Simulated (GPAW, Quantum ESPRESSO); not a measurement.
# In (I4/mmm): the In K absorption edge

Do two independent programs agree on the In K edge of In (I4/mmm)? The same cell and functional are run with XSpectra and with GPAW.

Main program and level: Quantum ESPRESSO 7.5; core-hole supercells, plane-wave PAW LDA (first program; GPAW 26.7.0 follows as the second).

### 1. Starting point

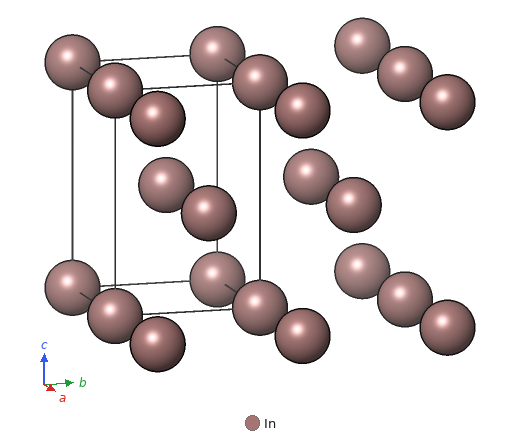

The cell as given, slightly off an axis (indium brown). 2×2×1 cells are drawn. This picture shows the conventional cell, with its axes. Some periodic images of atoms are drawn too.

### 2. Ground state of the crystal (Quantum ESPRESSO)

The ground state comes first: it tells whether the system has a gap, which decides how the excited electron is treated.

scf.in reads:

```
&control
   calculation='scf', prefix='x', pseudo_dir='../pp', outdir='tmp', tprnfor=.true.
/
&system
   ibrav=0, nat=1, ntyp=1, nbnd=11
   ecutwfc=41, ecutrho=240
   occupations='smearing', smearing='mv', degauss=0.015
/
&electrons
   conv_thr=1.0e-08, electron_maxstep=120
   mixing_beta=0.5
/
ATOMIC_SPECIES
In3 1.0 In.lda-dn-kjpaw.UPF
CELL_PARAMETERS angstrom
  -1.62547000 1.62547000 2.47370000
  1.62547000 -1.62547000 2.47370000
  1.62547000 1.62547000 -2.47370000
ATOMIC_POSITIONS crystal
In3  0.00000000 0.00000000 0.00000000
K_POINTS automatic
11 11 11 0 0 0
```

In.lda-dn-kjpaw.ld1.in reads:

```
&input
   title='In', zed=49., rel=1, iswitch=3, dft='PZ',
   config='[Kr] 5s2 5p1 4d10'
/
&inputp
   file_pseudopw='In.lda-dn-kjpaw.UPF', author='',
   lpaw=.true.,
   pseudotype=3,
   lloc=-1,
   rcloc=1.9,
   which_augfun='PSQ',
   rmatch_augfun_nc=.true.,
   nlcc=.true.,
   new_core_ps=.true.,
   rcore=1.2,
   tm=.true.,
   lgipaw_reconstruction=.true., use_paw_as_gipaw=.true.
/
6
5S  1  0  2.00  0.00  1.80  2.00  0.0
5S  1  0  0.00  3.00  1.80  2.00  0.0
5P  2  1  1.00  0.00  1.90  2.50  0.0
5P  2  1  0.00  6.00  1.90  2.50  0.0
4D  3  2 10.00  0.00  1.40  1.70  0.0
4D  3  2  0.00  5.00  1.40  1.70  0.0
```

The run is started by

```
$ OMP_NUM_THREADS=1 mpirun --oversubscribe --bind-to none -np 4 pw.x -nk 4 -in scf.in > scf.out
```

Log:

```text
     [... banner and references ...]
using ibrav=0 with symmetry is DISCOURAGED, use correct ibrav instead

     G-vector sticks info
     --------------------

     Using Slab Decomposition

     bravais-lattice index     =            0
     lattice parameter (alat)  =       6.3814  a.u.
     unit-cell volume          =     176.4256 (a.u.)^3
     number of atoms/cell      =            1
     number of atomic types    =            1
     number of electrons       =        13.00
     number of Kohn-Sham states=           11
     kinetic-energy cutoff     =      41.0000  Ry
     charge density cutoff     =     240.0000  Ry
     scf convergence threshold =      1.0E-08
     mixing beta               =       0.5000
     number of iterations used =            8  plain     mixing
     Exchange-correlation= SLA  PZ   NOGX NOGC
                           (   1   1   0   0   0   0   0)

     celldm(1)=   6.381428  celldm(2)=   0.000000  celldm(3)=   0.000000
     celldm(4)=   0.000000  celldm(5)=   0.000000  celldm(6)=   0.000000

     crystal axes: (cart. coord. in units of alat)
               a(1) = (  -0.481349   0.481349   0.732534 )
               a(2) = (   0.481349  -0.481349   0.732534 )
               a(3) = (   0.481349   0.481349  -0.732534 )

     reciprocal axes: (cart. coord. in units 2 pi/alat)
               b(1) = (  0.000000  1.038748  0.682562 )
               b(2) = (  1.038748  0.000000  0.682562 )
               b(3) = (  1.038748  1.038748  0.000000 )

     PseudoPot. #1 for In:     Pseudo is Projector augmented-wave + core cor, Zval = 13.0

     atomic species   valence    mass     pseudopotential
     In3              13.00     1.00000     In( 1.00)

     16 Sym. Ops., with inversion, found

   Cartesian axes

     site n.     atom                  positions (alat units)
         1        In3    tau(   1) = (   0.0000000   0.0000000   0.0000000  )

     number of k points=   126  Marzari-Vanderbilt smearing, width (Ry)=  0.0150

     Number of k-points >= 100: set verbosity='high' to print them.

     Dense  grid:    11099 G-vectors     FFT dimensions: (  32,  32,  32)

     Smooth grid:     6195 G-vectors     FFT dimensions: (  27,  27,  27)

     Initial potential from superposition of free atoms

     starting charge      12.9973, renormalised to      13.0000
     Starting wfcs are    9 randomized atomic wfcs +    2 random wfcs
     Checking if some PAW data can be deallocated...

     per-process dynamical memory:    17.6 Mb

     Self-consistent Calculation

     iteration #  1     ecut=    41.00 Ry     beta= 0.50
     Davidson diagonalization with overlap
     ethr =  1.00E-02,  avg # of iterations =  4.6

     Threshold (ethr) on eigenvalues was too large:
     Diagonalizing with lowered threshold

     Davidson diagonalization with overlap
     ethr =  4.81E-05,  avg # of iterations =  4.1

     total energy              =    -400.33795659 Ry
     estimated scf accuracy    <       0.00609233 Ry

     iteration #  2     ecut=    41.00 Ry     beta= 0.50
     Davidson diagonalization with overlap
     ethr =  4.69E-05,  avg # of iterations =  2.0

     total energy              =    -400.33875961 Ry
     estimated scf accuracy    <       0.00048081 Ry

     iteration #  3     ecut=    41.00 Ry     beta= 0.50
     Davidson diagonalization with overlap
     ethr =  3.70E-06,  avg # of iterations =  2.6

     total energy              =    -400.33877329 Ry
     estimated scf accuracy    <       0.00006987 Ry

     iteration #  4     ecut=    41.00 Ry     beta= 0.50
     Davidson diagonalization with overlap
     c_bands:  1 eigenvalues not converged
     ethr =  5.37E-07,  avg # of iterations =  2.1

     total energy              =    -400.33878004 Ry
     estimated scf accuracy    <       0.00000043 Ry

     iteration #  5     ecut=    41.00 Ry     beta= 0.50
     Davidson diagonalization with overlap
     ethr =  3.34E-09,  avg # of iterations =  4.5

     total energy              =    -400.33878073 Ry
     estimated scf accuracy    <       0.00000042 Ry

     iteration #  6     ecut=    41.00 Ry     beta= 0.50
     Davidson diagonalization with overlap
     ethr =  3.24E-09,  avg # of iterations =  2.0

     End of self-consistent calculation

     Number of k-points >= 100: set verbosity='high' to print the bands.

     the Fermi energy is     9.9819 ev

!    total energy              =    -400.33878080 Ry
     total all-electron energy =    -11753.116841 Ry
     estimated scf accuracy    <          4.1E-10 Ry
     smearing contrib. (-TS)   =      -0.00003462 Ry
     internal energy E=F+TS    =    -400.33874619 Ry

     The total energy is F=E-TS. E is the sum of the following terms:
     one-electron contribution =     -34.37941976 Ry
     hartree contribution      =      29.45137720 Ry
     xc contribution           =     -45.46161788 Ry
     ewald contribution        =     -87.01998028 Ry
     one-center paw contrib.   =    -262.92910547 Ry

     convergence has been achieved in   6 iterations

     Forces acting on atoms (cartesian axes, Ry/au):

     atom    1 type  1   force =     0.00000000    0.00000000    0.00000000

     Total force =     0.000000     Total SCF correction =     0.000000

     XML data file, charge density, pseudopotentials, collected wavefunctions

=------------------------------------------------------------------------------=
   JOB DONE.
=------------------------------------------------------------------------------=
```

Wall time 4.2 s (4 MPI ranks of Arm Neoverse V2, shared host); peak memory 0.06 GiB.

Absorbing atoms carry a label of their own (element plus a letter or digit), as the spectrum program needs them as separate species.

The mesh shows no gap, so the system is treated as a metal and the core electron is put at the Fermi level (neutral cell).

### 3. Spectrum without a core hole, In atom 1 (Quantum ESPRESSO)

This cheap baseline ignores the attraction of the hole: it shows the absorber's empty states as they are in the ground state.

The absorber has 4 In at 3.25 Å and 8 In at 3.38 Å (distorted cuboctahedral, site symmetry 4/mmm).

xspectra.in reads:

```
&input_xspectra
   calculation='xanes_dipole', edge='K'
   prefix='x', outdir='tmp', xiabs=1, xe0=9.9819
   xonly_plot=.false., x_save_file='xanes.sav'
   xniter=3000, xcheck_conv=20, xerror=0.005
   xcoordcrys=.false., xepsilon(1)=1, xepsilon(2)=0, xepsilon(3)=0
/
&plot
   xnepoint=61, xemin=-10, xemax=70, terminator=.true., cut_occ_states=.true.
   xgamma=3.96
/
&pseudos
   filecore='../In.wfc'
/
&cut_occ
   cut_desmooth=0.1, cut_stepl=0.05, cut_stepu=0.05, cut_ierror=1e-5
/
10 10 10 0 0 0
```

The run is started by

```
$ OMP_NUM_THREADS=1 mpirun --oversubscribe --bind-to none -np 4 xspectra.x -nk 4 -in xspectra.in > xspectra.out
```

Log:

```text
     [... banner and references ...]
Reading input_file

     calculation: xanes_dipole

     xepsilon  [cartesian coordinates]:   1.000000   0.000000   0.000000

     xonly_plot: FALSE
        => complete calculation: Lanczos + spectrum plot

     filecore (core-wavefunction file): ../In.wfc

     main plot parameters:
        cut_occ_states: TRUE
        gamma_mode:  constant
        -> using xgamma [eV]:  3.96
        xemin [eV]: -10.00
        xemax [eV]:  70.00
        xnepoint:   61
        xe0 [eV]:   9.981900 (energy zero read in input file)

[...]
x_save_file name:
     ->  xanes.sav
     x_save_file version:  2

     ... End STEP 1 ...

     ... Begin STEP 2 ...

     The spectrum is calculated using the following parameters:
        xe0 [eV]:    9.9819
        the occupied states are elimintate from the spectrum
        xemin [eV]: -10.00
        xemax [eV]:  70.00
        xnepoint:   61
        constant broadening parameter [eV]:    3.960
        Core level energy [eV]: -0.2794E+05
         (from electron binding energy of neutral atoms in X-ray data booklet)

     Cross-section successfully written in xanes.dat

     ... End STEP 2 ...

                                END JOB XSpectra
```

Wall time 23 s (4 MPI ranks); peak memory 0.1 GiB.

The In K spectrum, In atom 1, no core hole (energy from the energy zero of the input (xe0, at the border of filled and empty states); intensity scaled to a mean of 1 over the first 20 eV; the points at xe0, where the cut of filled states can leave a spike, are interpolated; polarised curves are means over the symmetry-equivalent atoms):

```tsv
E (eV)	isotropic	ε ⊥ c	ε ∥ c
-2.0	0.46	0.45	0.48
-0.5	0.61	0.60	0.63
1.0	0.75	0.74	0.78
2.5	0.90	0.88	0.93
4.0	1.03	1.01	1.05
5.5	1.10	1.09	1.12
7.0	1.12	1.12	1.12
8.5	1.10	1.11	1.08
10.0	1.05	1.07	1.03
11.5	1.00	1.02	0.98
13.0	0.96	0.97	0.95
14.5	0.95	0.95	0.96
16.0	0.97	0.96	0.99
17.5	1.01	1.00	1.04
19.0	1.07	1.06	1.10
20.5	1.14	1.12	1.17
22.0	1.19	1.18	1.21
23.5	1.21	1.21	1.20
25.0	1.19	1.21	1.16
26.5	1.16	1.18	1.12
28.0	1.12	1.13	1.10
29.5	1.10	1.10	1.11
31.0	1.10	1.09	1.11
```

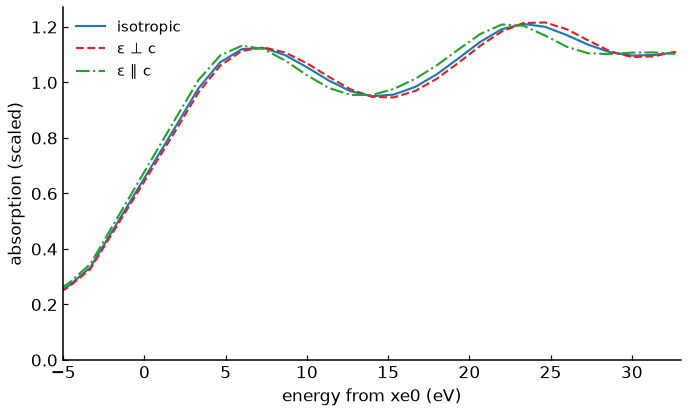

The In K edge, In atom 1, no core hole: main maxima at 7.3 and 23.3 eV.

Main maxima below 30 eV (height): 7.3 eV (1.12) and 23.3 eV (1.21). A K edge sees empty p states on the absorber.

### 4. Supercell without a hole, the energy reference (Quantum ESPRESSO)

The photon energy needs a difference of total energies, so the cell and mesh of the coming hole run are first run without a hole.

scf.in reads:

```
&control
   calculation='scf', prefix='x', pseudo_dir='../pp', outdir='tmp', tprnfor=.true.
/
&system
   ibrav=0, nat=6, ntyp=1, nbnd=48
   ecutwfc=41, ecutrho=240
   occupations='smearing', smearing='mv', degauss=0.015
/
&electrons
   conv_thr=6.0e-08, electron_maxstep=120
   mixing_beta=0.5
/
ATOMIC_SPECIES
In 1.0 In.lda-dn-kjpaw.UPF
CELL_PARAMETERS angstrom
  -4.87641000 1.62547000 2.47370000
  -4.87641000 -1.62547000 -2.47370000
  0.00000000 -3.25094000 4.94740000
ATOMIC_POSITIONS crystal
In   0.00000000 0.00000000 0.00000000
In   0.16666667 0.16666667 0.50000000
In   0.33333333 0.33333333 0.00000000
In   0.50000000 0.50000000 0.50000000
In   0.66666667 0.66666667 0.00000000
In   0.83333333 0.83333333 0.50000000
K_POINTS automatic
5 5 5 0 0 0
```

The run is started by

```
$ OMP_NUM_THREADS=1 mpirun --oversubscribe --bind-to none -np 4 pw.x -nk 4 -in scf.in > scf.out
```

Log:

```text
     [... banner and references ...]
[banner, memory and clock lines left out]
Found identity + (  0.1667  0.1667 -0.5000) symmetry
     This is a supercell, fractional translations are disabled
     using ibrav=0 with symmetry is DISCOURAGED, use correct ibrav instead

     G-vector sticks info

     bravais-lattice index     =            0
     lattice parameter (alat)  =      10.7798  a.u.
     unit-cell volume          =    1058.5534 (a.u.)^3
[...]
atom    3 type  1   force =    -0.00001522    0.00000000    0.00000000
     atom    4 type  1   force =    -0.00000000    0.00000000    0.00000000
     atom    5 type  1   force =     0.00001522    0.00000000    0.00000000
     atom    6 type  1   force =    -0.00000939   -0.00000000   -0.00000000

     Total force =     0.000025     Total SCF correction =     0.000041
     SCF correction compared to forces is large: reduce conv_thr to get better values

     XML data file, charge density, pseudopotentials, collected wavefunctions
[key lines of the parts left out:]
!    total energy              =   -2402.03684822 Ry
the Fermi energy is    10.0696 ev
convergence has been achieved in   7 iterations
```

Elapsed: 35 s, on 4 MPI ranks; peak memory 0.17 GiB.

Reference energy: -959455.863 eV with the cores included.

### 5. The atom with a core hole (Quantum ESPRESSO)

The final state has one core electron fewer, so a PAW data set is made for an atom with that hole.

In.lda-dn-kjpaw-1sch.ld1.in reads:

```
&input
   title='In', zed=49., rel=1, iswitch=3, dft='PZ',
   config='1s1 2s2 2p6 3s2 3p6 3d10 4s2 4p6 5s2 5p2 4d10'
/
&inputp
   file_pseudopw='In.lda-dn-kjpaw-1sch.UPF', author='',
   lpaw=.true.,
   pseudotype=3,
   lloc=-1,
   rcloc=1.9,
   which_augfun='PSQ',
   rmatch_augfun_nc=.true.,
   nlcc=.true.,
   new_core_ps=.true.,
   rcore=1.2,
   tm=.true.,
   zval=14,
   lgipaw_reconstruction=.true., use_paw_as_gipaw=.true.
/
6
5S  1  0  2.00  0.00  1.80  2.00  0.0
5S  1  0  0.00  3.00  1.80  2.00  0.0
5P  2  1  2.00  0.00  1.90  2.50  0.0
5P  2  1  0.00  6.00  1.90  2.50  0.0
4D  3  2  10.00  0.00  1.40  1.70  0.0
4D  3  2  0.00  5.00  1.40  1.70  0.0
```

The run is started by

```
$ ld1.x < In.lda-dn-kjpaw-1sch.ld1.in > In.lda-dn-kjpaw-1sch.ld1.out
```

Log:

```text
     [... banner and references ...]
PAW data will be used for GIPAW calculation
     --------------------------- All-electron run ----------------------------

     In
     scalar relativistic calculation

     atomic number is 49.00
     dft =PZ   lsd =0 sic =0 latt =0  beta=0.20 tr2=1.0E-14
     Exchange-correlation= PZ
                           (   1   1   0   0   0   0   0)
     mesh =1241 r(mesh) = 100.30140 a.u. xmin = -7.00 dx = 0.01250
     1 Ry =  13.60569312 eV, c = 137.03599908

     n l     nl                  e(Ry)          e(Ha)          e(eV)
     1 0     1S 1( 1.00)     -2084.6193     -1042.3097    -28362.6907
     2 0     2S 1( 2.00)      -317.4475      -158.7237     -4319.0931
     2 1     2P 1( 6.00)      -288.3045      -144.1523     -3922.5831
[...]
3 2     3D 1(10.00)       -34.9086       -17.4543      -474.9561
[...]
4 2     4D 1(10.00)        -1.9202        -0.9601       -26.1251

     final scf error:  8.8E-15 reached in  46 iterations

     Etot =   -9693.024261 Ry,   -4846.512130 Ha, -131880.313523 eV

     Ekin =   10032.234067 Ry,    5016.117034 Ha,  136495.498058 eV
     Encl =  -23921.665279 Ry,  -11960.832640 Ha, -325470.836777 eV
     Eh   =    4475.232259 Ry,    2237.616130 Ha,   60888.636773 eV
     Exc  =    -278.825308 Ry,    -139.412654 Ha,   -3793.611577 eV

     normalization and overlap integrals

     s(1S/1S) =  1.000000  <r> =   0.0295  <r2> =    0.0012  r(max) =   0.0192
     s(1S/2S) = -0.012882
     s(1S/3S) = -0.005388
     s(1S/4S) = -0.002409
[...]
s(2S/2S) =  1.000000  <r> =   0.1268  <r2> =    0.0189  r(max) =   0.1076
[...]
s(2P/2P) =  1.000000  <r> =   0.1099  <r2> =    0.0147  r(max) =   0.0849
[...]
Encl =  -23921.665279 Ry,  -11960.832640 Ha, -325470.836777 eV
     Eh   =    4475.232259 Ry,    2237.616130 Ha,   60888.636773 eV
     Exc  =    -278.825308 Ry,    -139.412654 Ha,   -3793.611577 eV

     normalization and overlap integrals

[...]
s(3S/5S) = -0.000299
[...]
s(3P/5P) = -0.000195
     s(3D/3D) =  1.000000  <r> =   0.3146  <r2> =    0.1175  r(max) =   0.2517
     s(3D/4D) = -0.000526
     s(4S/4S) =  1.000000  <r> =   0.8239  <r2> =    0.7687  r(max) =   0.7469
     s(4S/5S) = -0.000186
     s(4P/4P) =  1.000000  <r> =   0.8868  <r2> =    0.8996  r(max) =   0.7852
     s(4P/5P) = -0.000119
     s(5S/5S) =  1.000000  <r> =   2.4028  <r2> =    6.6024  r(max) =   2.0303
     s(5P/5P) =  1.000000  <r> =   3.2180  <r2> =   12.1293  r(max) =   2.5426
     s(4D/4D) =  1.000000  <r> =   1.0989  <r2> =    1.4388  r(max) =   0.8897

     ------------------------ End of All-electron run ------------------------

     ---------------------- Testing the pseudopotential ----------------------

     In
     scalar relativistic calculation

     atomic number is 49.00   valence charge is 14.00
     dft = SLA  PZ   NOGX NOGC   lsd =0 sic =0 latt =0  beta=0.20 tr2=1.0E-14
     mesh =1241 r(mesh) = 100.30140 xmin = -7.00 dx = 0.01250

     n l     nl             e AE (Ry)        e PS (Ry)    De AE-PS (Ry)
     1 0     5S   1( 2.00)       -0.78260       -0.78260        0.00000
     2 1     5P   1( 2.00)       -0.28622       -0.28622        0.00000
     3 2     4D   1(10.00)       -1.92016       -1.92016        0.00000

     eps = 5.8E-16  iter =  4

     Etot =   -9693.024261 Ry,   -4846.512130 Ha, -131880.313523 eV
     Etotps =  -391.239720 Ry,    -195.619860 Ha,   -5323.087568 eV

     Ekin =     258.038315 Ry,     129.019157 Ha,    3510.790127 eV
     Encl =    -491.358743 Ry,    -245.679371 Ha,   -6685.276270 eV
     Ehrt =     120.906007 Ry,      60.453004 Ha,    1645.010031 eV
     Ecxc =    -278.825299 Ry,    -139.412650 Ha,   -3793.611457 eV
     (Ecc =     -23.858542 Ry,     -11.929271 Ha,    -324.612007 eV)

     ---------------------- End of pseudopotential test ----------------------
```

Elapsed: 0.81 s, on 1 MPI rank; peak memory 0.13 GiB.

Removing the core electron and adding it to the valence shell costs the free atom 28025.9 eV.

[end of part 1 of 4]

[Banner, clock and machine lines of the logs are left out without a mark of their own.]

[Logs are printed without paths, hosts, clocks, repeated set-up lines and the standing remarks that a program may print on its own settings, such as how far it seeks lower states.]

[Hosts, paths, dates, database ids (printed as entryN), source tags and the programs' standing remarks are cut or masked in the printed files.]

[Lists of maxima count a maximum above −3 eV only where it reaches 4 % of the highest in the window and stands out from its surroundings by 2 % of it (1.5 % where it reaches 55 %); shoulders and weaker maxima are passed over, and of the rest the first, up to two pre-edge ones and the few strongest are named.]
